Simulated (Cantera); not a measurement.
Feed: 1 mol PbO, 1.9 mol CH4, 0.53 mol N2, equilibrated at 825 Torr.

These are equilibrium values from Cantera (NASA tables, ideal gas, pure condensed phases), not measurements of a reactor. Candidate condensed phases: C, C6H6, C7H8, C8H18, H2O, Pb, PbO, PbO2, Pb3O4; 139 gas species. Kinetics and transport are ignored.

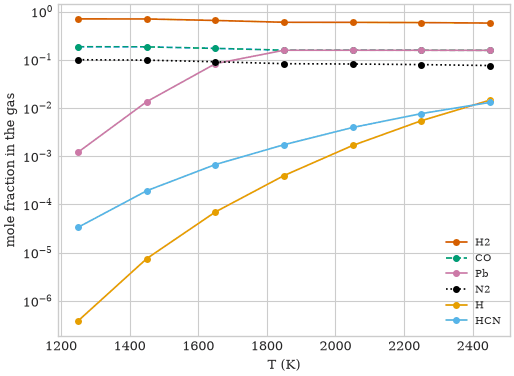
*Equilibrium gas composition (values under 1e-9 drawn at 1e-9)*

From 1250 K to 1650 K the condensed part is C(graphite) + Pb(l). From 1850 K to 2450 K the condensed part is C(graphite). The main Pb-bearing gas is Pb throughout.
